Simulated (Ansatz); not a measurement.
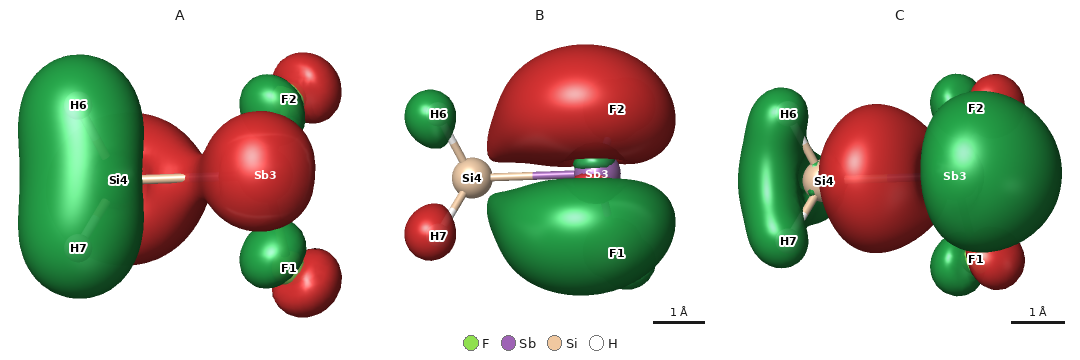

The picture shows: F2H3SbSi (SMILES [F][Sb]([F])[SiH3]). Three frontier orbitals at ±0.08 Å⁻³ᐟ² (green and red are the two phases), in no order.

Geometry: PBE0-D4/def2-SVP; core potentials replace the inner electrons of Sb.

Level of theory: isolated molecule in a Gaussian basis; Kohn-Sham density functional theory, functional PBE0 in Ansatz 0.2.0.

```xyz
7

F    -0.1814   -0.4913    2.0743
F     1.7070   -0.8593   -0.0817
Sb   -0.1816   -0.4681    0.1338
Si   -0.7418   -3.0144    0.0777
H     0.1939   -3.6983    1.0144
H    -0.5655   -3.5350   -1.3123
H    -2.1585   -3.2246    0.5055
```

Order the three orbitals by energy and name them.

A is the HOMO−1 (−10.19 eV). It lies mainly on Si4 (about 35 %), H5 (about 25 %), H6 (about 10 %), H7 (about 10 %) and Sb3 (about 10 %). C is the HOMO (−7.53 eV). It lies mainly on Sb3 (about 50 %), Si4 (about 30 %), F2 (about 5 %) and F1 (about 5 %). B is the LUMO (−1.99 eV). Its weight (Hirshfeld) is mainly on Sb3 (about 70 %), Si4 (about 10 %), F2 (about 10 %) and F1 (about 10 %).

What is the HOMO–LUMO gap?

5.54 eV between the orbital energies.
